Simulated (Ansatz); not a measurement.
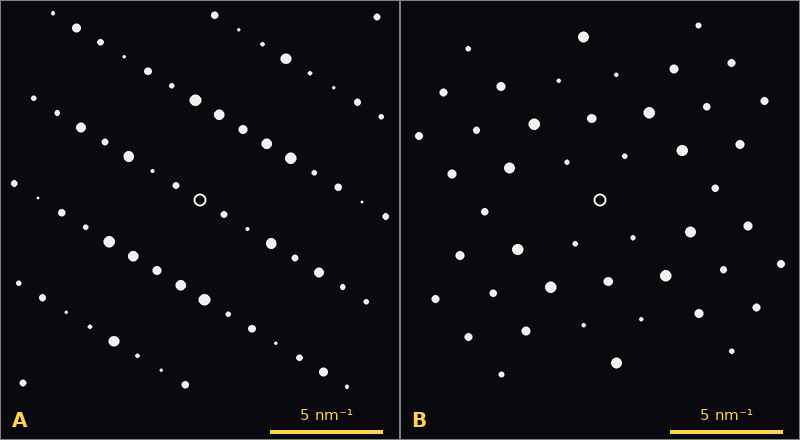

Kinematic electron diffraction patterns (120 kV, B = 0.5 Å², same scale, each along a low-index zone) of two structures of composition BiOs2, each relaxed at zero pressure with DFT PBE, scalar-relativistic, plane waves, PAW (Ansatz 0.2.0).

The structures (standard cells):
1. P4/nmm (No. 129), a = 3.799 Å, c = 7.977 Å, 6 atoms; generated start, possibly hypothetical
2. Fd-3m (No. 227), a = 7.676 Å, 24 atoms; generated start, possibly hypothetical

### Which pattern belongs to which structure, and along which zone?

A is structure 1 along [110] or an equivalent direction: rectangular net of 0 0 1 at d = 7.98 Å and 1 -1 0 at d = 2.69 Å, 90.0° apart. B is structure 2 along [110] or an equivalent direction: centred rectangular net of -1 1 -1 at d = 4.43 Å and -1 1 1 at d = 4.43 Å, 70.5° apart (some points of this net are extinct or too weak to see).

### Rank the structures by their computed energy.

Structure 1 (P4/nmm, 19.19 Å³ an atom) is the lowest of these; structure 2 (Fd-3m, 18.84 Å³ an atom) lies about 290 meV an atom higher. These are static energies at 0 K; other structures, not shown, may lie lower still.
